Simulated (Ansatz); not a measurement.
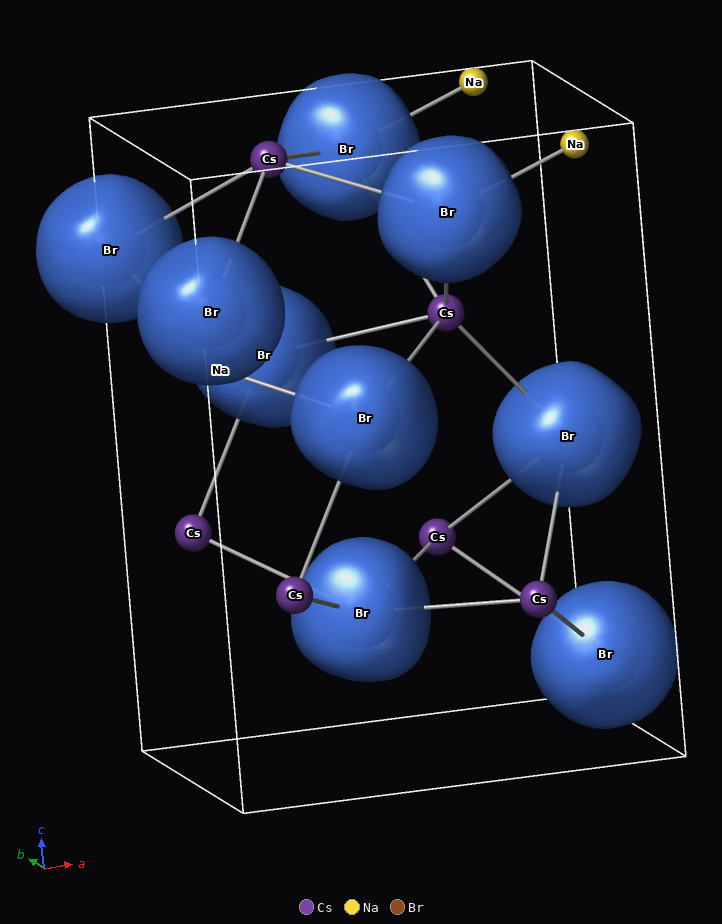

Figure. Cs2NaBr3. Isosurface of the ELF at 0.75 (blue), seen at an oblique angle. Only the valence region is drawn (cores and ρ < 0.01 e/Å³ removed). Sticks mark near contacts.

Space group Pm; a structure from a database of computed crystals, not necessarily the ambient phase; started from the Ce2CuGe3-187 prototype, which need not be the ambient phase; changed on purpose from its base cell (shaken).

Computed with DFT, PBEsol, plane waves, PAW in Ansatz.

> What do the ELF domains correspond to?

At this value the surface marks out six regions wrapped around Br (the valence shell of each), counted in one cell of 12 atoms. Regions shared between cells count once. Along the contacts the grid gives the following. Na–Br (2.74 Å): the ELF is about 0.55 at the midpoint; a largely ionic contact. Cs–Br (3.42 Å): the ELF is about 0.10 at the midpoint; a largely ionic contact.
